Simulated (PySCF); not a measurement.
Consider SiAs (doublet).

```yaml
atoms:
  - { symbol: Si, position_ang: [0.0000, 0.0000, -1.5887] }
  - { symbol: As, position_ang: [0.0000, 0.0000, 0.5933] }
```

Theory: PySCF 2.14.0, PBE0/cc-pVDZ(-PP), non-relativistic Hamiltonian with scalar-relativistic core potentials where named, at a bond length of 2.182 Å.

> What can the converged electron density, electron localisation function and spin density tell about the bonding?

Si–As (2.18 Å): the density is about 0.78 e/Å³ at the midpoint; the ELF peaks at about 0.85 between the atoms: a covalent bond.
The unpaired spin (1 electron) lies mostly on As2 (about 0.7) and Si1 (about 0.3), in electrons by Hirshfeld's partition.

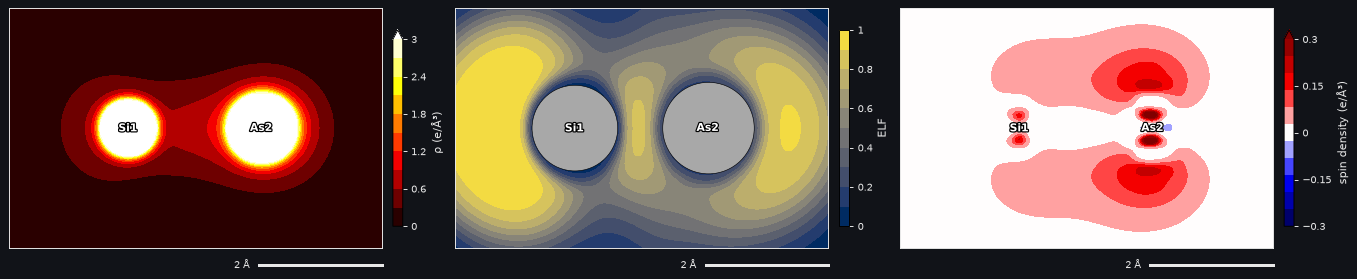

Computed electron density, electron localisation function and spin density on a plane that holds the molecular axis, in this order. Grey discs cover the atomic cores in the ELF map. 
